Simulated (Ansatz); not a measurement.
Ligand exchange: CH4 + Zn(NH2)2 → NH3 + Zn(CH3)(NH2)

Species: CH4 (methane) `C`, singlet; Zn(NH2)2, singlet; NH3 (ammonia) `N`, singlet; Zn(CH3)(NH2), singlet. The partners trade CH3 for NH2: H–CH3 and Zn–NH2 bonds give way to H–NH2 and Zn–CH3.

Shapes, held fixed at every level: PBE0-D4/def2-TZVP. Programs: Ansatz 0.2.0. Electronic energies: no zero-point or thermal term.

```json
{"level": "HF/def2-SVP", "kind": "Hartree–Fock", "ΔE (kJ/mol)": "+31.7"}
{"level": "HF/def2-TZVPP", "kind": "Hartree–Fock", "ΔE (kJ/mol)": "+37.9"}
{"level": "SPW92/def2-TZVPP", "kind": "LDA", "ΔE (kJ/mol)": "+29.9"}
{"level": "r2SCAN-D4/def2-TZVPP", "kind": "meta-GGA", "ΔE (kJ/mol)": "+33.0"}
{"level": "BHLYP-D4/def2-TZVPP", "kind": "global hybrid", "ΔE (kJ/mol)": "+34.1"}
{"level": "r2SCAN0-D4/def2-TZVPP", "kind": "global hybrid", "ΔE (kJ/mol)": "+31.6"}
{"level": "wB97M-V/def2-TZVPP", "kind": "range-separated hybrid", "ΔE (kJ/mol)": "+29.7"}
{"level": "wB97X-V/def2-TZVPP", "kind": "range-separated hybrid", "ΔE (kJ/mol)": "+33.0"}
```

wB97X-V/def2-TZVPP gives ΔE = +33.0 kJ/mol; the levels span +29.7 to +37.9. The median of the levels is +32.3. No measured value is set beside it here. Relativity is left out for Zn unless named.

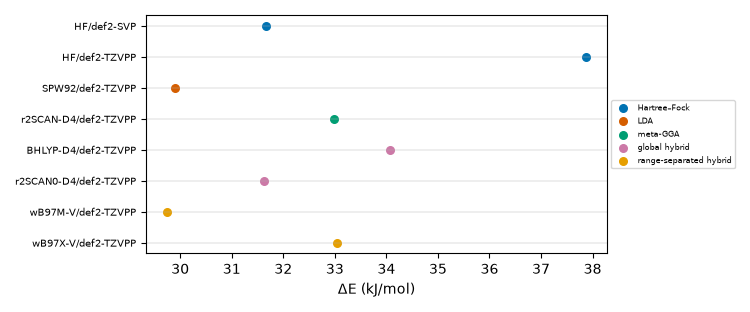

The values of the table, level by level.
